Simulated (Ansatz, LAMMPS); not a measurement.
# V in place of Ti at several sites of glassy 68TiO2-32SiO2 (mol %) (84 atoms), part 2 of 3

At which site of glassy 68TiO2-32SiO2 (mol %) (84 atoms) does V in place of Ti cost least, and what about the site decides it?

Ansatz 0.2.0; Kohn-Sham DFT, PBE, PAW (set soft_2), plane waves.

The cell: 19 Ti, 9 Si and 56 O. The quench rate of 10 K/ps is orders of magnitude faster than experiment. The network of bonds at the start is that of the classical potential that made the cell. Only the Γ point is sampled, in a cell whose shortest periodic width is 10 Å.

So far. Step 2 (Single point at the start): The r.m.s. force at the start is 1.1 eV/Å. Step 3 (Relaxation): The relaxation converged after 14 steps, 6.15 eV below its start, with a largest force component of 0.044 eV/Å.

### 5. V on a site of Ti, site Ti5

The site has 4 bonded neighbours (O4) at 1.84 Å on average, by cutoffs that count no bonds between two metal atoms or like ions. The change is made in the relaxed cell and the atoms are relaxed again, with spin allowed.

File input.yaml:

```yaml
crystal:
  lattice:
    - [10.32186, 0.0, 0.0]
    - [0.0, 10.32186, 0.0]
    - [0.0, 0.0, 10.32186]
  atoms:
    [... atom lines 1 to 1 left out ...]
    - { symbol: Ti, position: [0.19007, 0.43417, 0.90544] }
    - { symbol: Ti, position: [0.58402, 0.73962, 0.3058] }
    - { symbol: Ti, position: [0.43749, 0.30838, 0.14888] }
    - { symbol: V, position: [0.48875, 0.72594, 0.64291], spin: 1.0 }
    - { symbol: Ti, position: [0.97866, 0.88368, 0.14032] }
    - { symbol: Ti, position: [0.23675, 0.63186, 0.43646] }
    - { symbol: Ti, position: [0.90061, 0.8203, 0.77733] }
    [... atom lines 9 to 84 left out ...]
magnetization:
  spin_polarized: true
kpoints:
  mp_grid: { grid: [1, 1, 1] }
hamiltonian:
  xc: pbe
scf:
  occupations: { method: fermi_dirac, width: 0.025 }
  lower_state_search: "off"
output:
  forces: true
  eigenvalues: true
relax:
  f_tol: 0.05
  max_steps: 90
```

The run is started by

```console
ansatz run input.yaml --threads 4 --pin off --max-ram 8192MiB --backend cpu --events-out ev --progress --plain --runs-dir out
```

Numbers of over 12 decimals in the logs are rounded to 6 here.

The log of the run:

```text
[...]
Crystal: 84 atoms, lattice volume = 1099.699 Å³
Basis set: ecut = 420 eV, 21559 PW (Γ), exchange–correlation on 144×144×144 points (8 copies of the dense FFT grid, shifted against one another)
Bands: 387, of which v1, the nominal top of the filled ones, is band 301 counted from 1 (300 counted from 0)
Symmetry: 1 space group operations
[...]
k-points: 1
[...]
Starting moments: Σ|m| = 3.4 μB on 5 of 84 sites
[...]
SCF iter   1: F=—  HF=-85533.394546 eV  |F-HF|=—  |Δ(HF+E_count)|=         —  Δρ=4.05e-2 (↑3.91e-2 ↓4.05e-2)  dr2=1.28e2  dr2_m=8.63e-1  M=1.217 μB ∫|m|=1.577 μB  β_m=0.30  ethr=3.10e-3  ⟨swp⟩=5.5  Hψ=2626  notcnv=0  defer=92
[...]
spin=Collinear: Resta preconditioning applied to the charge; magnetization (m = ρ↑ − ρ↓) channel mixes plain (no charge-response kernel on spin).
SCF iter   2: F=—  HF=-85516.255939 eV  |F-HF|=—  |Δ(HF+E_count)|=    1.71e1  Δρ=2.81e-2 (↑2.81e-2 ↓2.81e-2)  dr2=5.44e1  dr2_m=9.37e-1  M=0.544 μB ∫|m|=0.822 μB  β_m=0.30  ethr=3.10e-3  ⟨swp⟩=2.0  Hψ=1485  notcnv=0  defer=143
[...]
spin=Collinear: Kerker preconditioning applied to the charge; magnetization (m = ρ↑ − ρ↓) channel mixes plain (no charge-response kernel on spin).
SCF iter   3: F=—  HF=-85507.719932 eV  |F-HF|=—  |Δ(HF+E_count)|=    8.54e0  Δρ=2.07e-2 (↑2.07e-2 ↓1.84e-2)  dr2=2.36e1  dr2_m=2.89e-1  M=1.000 μB ∫|m|=1.195 μB  β_m=0.30  ethr=3.10e-3  ⟨swp⟩=3.0  Hψ=1527  notcnv=0  defer=126
SCF iter   4: F=—  HF=-85504.799973 eV  |F-HF|=—  |Δ(HF+E_count)|=    2.92e0  Δρ=1.17e-2 (↑1.17e-2 ↓1.13e-2)  dr2=5.14e0  dr2_m=2.20e-1  M=1.000 μB ∫|m|=1.130 μB  β_m=0.30  ethr=3.10e-3  ⟨swp⟩=2.0  Hψ=1481  notcnv=0  defer=147
[...]
SCF iter  10: F=—  HF=-85504.373099 eV  |F-HF|=—  |Δ(HF+E_count)|=   6.63e-3  Δρ=1.22e-3 (↑1.22e-3 ↓1.19e-3)  dr2=2.18e-2  dr2_m=1.27e-2  M=1.000 μB ∫|m|=1.128 μB  β_m=0.30  ethr=9.06e-6  ⟨swp⟩=2.0  Hψ=1416  notcnv=0  defer=149
[...]
spin-set hold released at iteration 10 (site moments contracting): the magnetisation degrees of freedom join the quasi-Newton model from the next iteration; the mixer history was flushed
SCF iter  11: F=—  HF=-85504.378364 eV  |F-HF|=—  |Δ(HF+E_count)|=   5.27e-3  Δρ=1.01e-3 (↑1.01e-3 ↓9.38e-4)  dr2=1.80e-2  dr2_m=8.33e-3  M=1.000 μB ∫|m|=1.139 μB  β_m=0.57  ethr=3.62e-6  ⟨swp⟩=2.0  Hψ=627  notcnv=0  defer=149
[...]
SCF iter  13: F=—  HF=-85504.388156 eV  |F-HF|=—  |Δ(HF+E_count)|=   5.38e-4  Δρ=4.70e-4 (↑4.70e-4 ↓2.99e-4)  dr2=8.66e-3  dr2_m=2.28e-4  M=1.000 μB ∫|m|=1.207 μB  β_m=0.56  ethr=1.55e-6  ⟨swp⟩=2.0  Hψ=1394  notcnv=0  defer=149
[...]
SCF iter  17: F=-85504.387458 eV  HF=-85504.387471 eV  |F-HF|=1.30e-5  |Δ(HF+E_count)|=   1.90e-5  Δρ=4.34e-5 (↑4.34e-5 ↓2.36e-5)  dr2=2.81e-5  dr2_m=4.86e-6  M=1.000 μB ∫|m|=1.208 μB  β_m=0.77  ethr=9.01e-9  ⟨swp⟩=2.5  Hψ=2450  notcnv=0
SCF iter  18: F=-85504.387473 eV  HF=-85504.387478 eV  |F-HF|=4.64e-6  |Δ(HF+E_count)|=   7.27e-6  Δρ=2.23e-5 (↑2.23e-5 ↓1.16e-5)  dr2=7.47e-6  dr2_m=1.06e-6  M=1.000 μB ∫|m|=1.207 μB  ethr=4.67e-9  ⟨swp⟩=2.0  Hψ=2425  notcnv=0
SCF 1 converged in 18 iterations: F = -85504.387473 eV  dr2 = 7.47e-6
[...]
relax step   1: F+E_penalty+E_count = -85504.38747339 eV  Δ(F+E_penalty+E_count) = +0.000e0 eV  max|allowed force component| = 1.184e0 eV/Å  Δτ_max = 0.0000 Å  (18 SCF iters, dr2 threshold 6.25e-5 eV, accepted)
[... from here on, the SCF cycles and remarks between the steps are left out ...]
relax step   2: F+E_penalty+E_count = -85504.49488229 eV  Δ(F+E_penalty+E_count) = -1.074e-1 eV  max|allowed force component| = 7.271e-1 eV/Å  Δτ_max = 0.0398 Å  (8 SCF iters, dr2 threshold 8.77e-5 eV, accepted)
relax step   3: F+E_penalty+E_count = -85504.54664050 eV  Δ(F+E_penalty+E_count) = -5.176e-2 eV  max|allowed force component| = 2.223e-1 eV/Å  Δτ_max = 0.0451 Å  (9 SCF iters, dr2 threshold 3.30e-5 eV, accepted)
relax step   4: F+E_penalty+E_count = -85504.25407465 eV  Δ(F+E_penalty+E_count) = +2.926e-1 eV  max|allowed force component| = 1.270e0 eV/Å  Δτ_max = 0.2000 Å  (12 SCF iters, dr2 threshold 4.62e-6 eV, rejected (line search))
relax step   5: F+E_penalty+E_count = -85504.56578187 eV  Δ(F+E_penalty+E_count) = -1.914e-2 eV  max|allowed force component| = 1.710e-1 eV/Å  Δτ_max = 0.0547 Å  (15 SCF iters, accepted)
relax step   6: F+E_penalty+E_count = -85504.56248508 eV  Δ(F+E_penalty+E_count) = +3.297e-3 eV  max|allowed force component| = 1.229e-1 eV/Å  Δτ_max = 0.0521 Å  (10 SCF iters, dr2 threshold 2.73e-6 eV, rejected (line search))
relax step   7: F+E_penalty+E_count = -85504.57025387 eV  Δ(F+E_penalty+E_count) = -4.472e-3 eV  max|allowed force component| = 1.521e-1 eV/Å  Δτ_max = 0.0207 Å  (12 SCF iters, accepted)
relax step   8: F+E_penalty+E_count = -85504.57296585 eV  Δ(F+E_penalty+E_count) = -2.712e-3 eV  max|allowed force component| = 4.402e-2 eV/Å  Δτ_max = 0.0232 Å  (7 SCF iters, dr2 threshold 1.37e-5 eV, accepted)
relax step   9: F+E_penalty+E_count = -85504.57296828 eV  Δ(F+E_penalty+E_count) = -2.426e-6 eV  max|allowed force component| = 4.390e-2 eV/Å  Δτ_max = 0.0000 Å  (6 SCF iters, accepted)
SCF converged after 6 iterations
Magnetization: 1.0000 μB (301.0000 up, 300.0000 down)
Absolute magnetization: 1.2315 μB (∫|ρ↑−ρ↓|, with the PAW one-centre terms)
[...]
Per-site moments (μB) at R_I (Å): [(0.014040, 0.730717), (0.00275477, 0.761779), (0.072265, 0.739236), (0.000858906, 0.747544), (0.476975, 0.702971), [...]
Free energy (F): -85504.572968 eV
[...]
Internal energy: -85504.572354 eV  (E = F + TS)
E sigma→0 (E₀):  -85504.572661 eV
Entropy (-TS):   -0.000615 eV (-0.007 meV/atom)
Fermi energy:    7.099085 eV
[...]
Σ components = -85504.572968   (vs F -85504.572968, Δ=0.00e0)
--- Forces (eV/Å), atoms counted from 1 ---
  atom   1  Ti    -0.03308664    -0.00159288     0.02347153
  atom   2  Ti     0.03459109     0.00756867     0.01610926
  atom   3  Ti     0.02282626     0.01632835    -0.00417053
  atom   4  Ti     0.00708393    -0.00167216     0.00494408
[...]
atom  84  O      0.00219572     0.01302198     0.00738613
  max |Σ_I F_I| component: 3.29e-5 eV/Å
--- Band table (eV) ---
[...]
--- Relaxed structure (9 steps of the walk, 7 accepted, 0 SCFs on fresh bases) ---
  F+E_penalty+E_count = -85504.57296828 eV   max|allowed force component| = 4.390e-2 eV/Å
  atoms:
    - { symbol: Ti, position: [0.713144, 0.456580, 0.647802] }
    - { symbol: Ti, position: [0.192023, 0.436009, 0.905254] }
    - { symbol: Ti, position: [0.584547, 0.742438, 0.314649] }
    - { symbol: Ti, position: [0.436810, 0.309030, 0.147123] }
[...]
- { symbol: O, position: [0.087403, 0.458359, 0.064759] }
```

Run time: 5.6 min. Hardware: 4 threads of Arm Neoverse V1, shared host; peak memory 2.5 GiB.

The relaxation converged after 9 steps, 0.185 eV below its start, with a largest force component of 0.044 eV/Å.

A closer look about the V atom, after relaxation: 14 atoms, nearest first, numbered in the order of the input, with positions taken from that point.

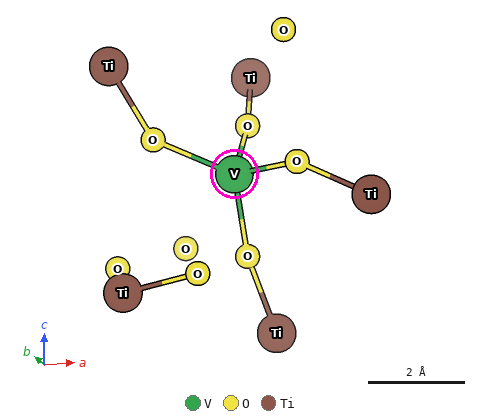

The atoms of the table, within 3.6 Å (arrows a, b, c point along x, y, z); some may hide others; the central atom is ringed.

| atom | x | y | z | distance (Å) | bonds | moment (μB) |
| --- | --- | --- | --- | --- | --- | --- |
| V5 | 0.00 | 0.00 | 0.00 | 0.00 | 4 | 0.48 |
| O82 | 1.04 | -1.27 | 0.46 | 1.70 | 2 | -0.02 |
| O61 | 0.63 | 1.46 | 0.73 | 1.75 | 2 | -0.02 |
| O80 | 0.31 | 0.11 | -1.78 | 1.81 | 2 | -0.01 |
| O78 | -1.67 | 0.29 | 0.75 | 1.86 | 2 | -0.01 |
| O51 | -1.28 | -2.09 | -1.66 | 2.96 | 2 | 0.00 |
| O67 | -2.29 | 0.88 | -2.07 | 3.21 | 2 | 0.00 |
| Ti19 | -2.54 | 0.64 | 2.28 | 3.48 | 5 | 0.03 |
| O31 | 0.79 | -1.09 | 3.24 | 3.51 | 2 | 0.00 |
| O63 | -0.36 | 2.86 | -2.09 | 3.56 | 2 | 0.00 |
| Ti7 | -2.61 | -0.95 | -2.23 | 3.57 | 4 | 0.00 |
| Ti14 | 1.08 | 3.08 | 1.43 | 3.57 | 6 | 0.10 |
| Ti3 | 0.95 | 0.18 | -3.45 | 3.58 | 5 | 0.07 |
| Ti1 | 2.28 | -2.77 | -0.01 | 3.58 | 5 | 0.01 |

The column of bonds counts only the pairs O-Ti within 2.68 Å, O-Si within 2.08 Å, O-V within 2.56 Å; other neighbours, such as metal atoms beside each other in a compound, aren't counted, and periodic images can show an atom twice.

The largest move is 0.10 Å, by O61.

### 6. V on a site of Ti, site Ti17

The site has 6 bonded neighbours (O6) at 2.06 Å on average. 

Input and log are left out; they have the form of those shown for this kind of step.

Run time: 5.2 min. Hardware: 4 threads of Arm Neoverse V1, shared host; peak memory 2.5 GiB; 20 min of CPU time.

The relaxation converged after 10 steps, 0.141 eV below its start, with a largest force component of 0.035 eV/Å.

The surroundings of the V atom, after relaxation, nearest first, numbered as they follow in the input and with coordinates relative to it.

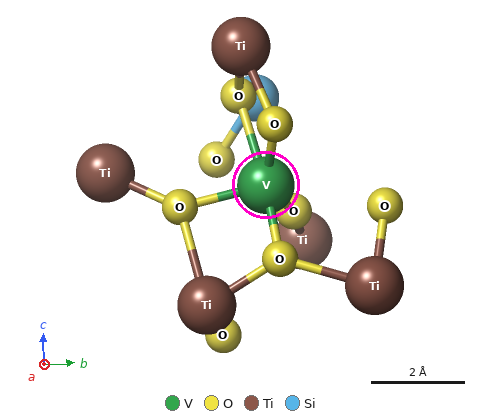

The atoms of the table, within 3.6 Å (arrows a, b, c point along x, y, z); some may hide others; the central atom is ringed.

| atom | x | y | z | distance (Å) | bonds | moment (μB) |
| --- | --- | --- | --- | --- | --- | --- |
| V17 | 0.00 | 0.00 | 0.00 | 0.00 | 5 | 0.68 |
| O68 | 1.02 | 0.21 | 1.41 | 1.75 | 2 | -0.03 |
| O76 | -1.53 | 0.61 | -0.73 | 1.80 | 2 | -0.02 |
| O72 | 1.12 | 0.24 | -1.50 | 1.88 | 3 | 0.00 |
| O70 | 0.03 | -1.86 | -0.41 | 1.91 | 3 | 0.01 |
| O48 | -1.32 | -0.50 | 1.83 | 2.32 | 3 | 0.00 |
| O84 | 0.47 | 2.54 | -0.48 | 2.63 | 2 | 0.00 |
| Ti12 | 0.94 | -1.37 | -2.46 | 2.97 | 6 | 0.01 |
| Ti16 | 0.25 | -0.45 | 3.04 | 3.09 | 5 | 0.00 |
| Si22 | -2.89 | -0.10 | 1.62 | 3.32 | 4 | 0.00 |
| Ti2 | 1.52 | 2.24 | -2.11 | 3.43 | 6 | 0.01 |
| O43 | -0.66 | -1.00 | -3.27 | 3.48 | 2 | 0.00 |
| Ti6 | -0.67 | -3.43 | 0.31 | 3.51 | 4 | 0.02 |
| O59 | -3.37 | -0.98 | 0.27 | 3.52 | 3 | 0.00 |
| Ti9 | -3.17 | 0.82 | -1.51 | 3.61 | 5 | 0.01 |

The column of bonds counts only the pairs O-Ti within 2.64 Å, O-Si within 2.08 Å, O-V within 2.56 Å; other neighbours, such as metal atoms beside each other in a compound, aren't counted, and periodic images can show an atom twice.

The largest move is 0.13 Å, by O68.

### 7. V on a site of Ti, site Ti11

The site has 5 bonded neighbours (O5) at 1.94 Å on average. 

Input and log are left out; they have the form of those shown for this kind of step.

Run time: 6.5 min. Hardware: 4 threads of Arm Neoverse V1, shared host; peak memory 2.5 GiB.

The relaxation converged after 11 steps, 0.150 eV below its start, with a largest force component of 0.027 eV/Å.

A closer look about the V atom, after relaxation: 10 atoms, nearest first, numbered in the order of the input, with positions taken from that point.

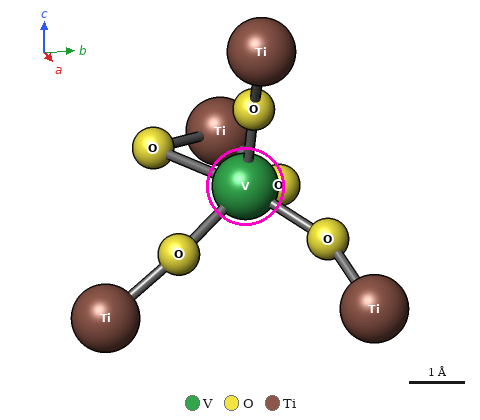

The atoms of the table, within 3.6 Å (arrows a, b, c point along x, y, z); some may hide others; the central atom is ringed.

| atom | x | y | z | distance (Å) | bonds | moment (μB) |
| --- | --- | --- | --- | --- | --- | --- |
| V11 | 0.00 | 0.00 | 0.00 | 0.00 | 5 | 0.60 |
| O53 | 0.68 | 0.01 | 1.61 | 1.75 | 2 | -0.03 |
| O42 | 0.63 | -1.38 | -1.05 | 1.84 | 2 | -0.02 |
| O60 | -1.53 | 0.96 | -0.40 | 1.85 | 2 | -0.01 |
| O65 | 1.07 | 1.31 | -0.80 | 1.87 | 2 | 0.00 |
| O34 | -1.64 | -1.37 | 0.39 | 2.17 | 3 | 0.00 |
| Ti1 | -2.98 | 0.17 | 0.30 | 3.00 | 5 | 0.01 |
| Ti7 | 2.39 | 1.89 | -1.82 | 3.55 | 4 | 0.03 |
| Ti16 | 0.69 | -2.75 | -2.17 | 3.57 | 5 | 0.05 |
| Ti2 | 1.99 | -0.13 | 3.02 | 3.62 | 6 | 0.01 |

The column of bonds counts only the pairs O-Ti within 2.93 Å, O-Si within 2.08 Å, O-V within 2.56 Å; other neighbours, such as metal atoms beside each other in a compound, aren't counted, and periodic images can show an atom twice.

The largest move is 0.08 Å, by O82.

### 8. V on a site of Ti, site Ti6

The site has 4 bonded neighbours (O4) at 1.84 Å on average. 

Input and log are left out; they have the form of those shown for this kind of step.

It took 3.9 min on 4 threads of Arm Neoverse V1, shared host; peak memory 2.5 GiB; 15 min of CPU time.

The relaxation converged after 7 steps, 0.0845 eV below its start, with a largest force component of 0.036 eV/Å.

(Continued in part 3 of 3.)

[Logs are printed without paths, hosts, clocks, repeated set-up lines and the standing remarks that a program may print on its own settings, such as how far it seeks lower states.]

[Hosts, paths, dates, database ids (printed as entryN), source tags and the programs' standing remarks are cut or masked in the printed files.]
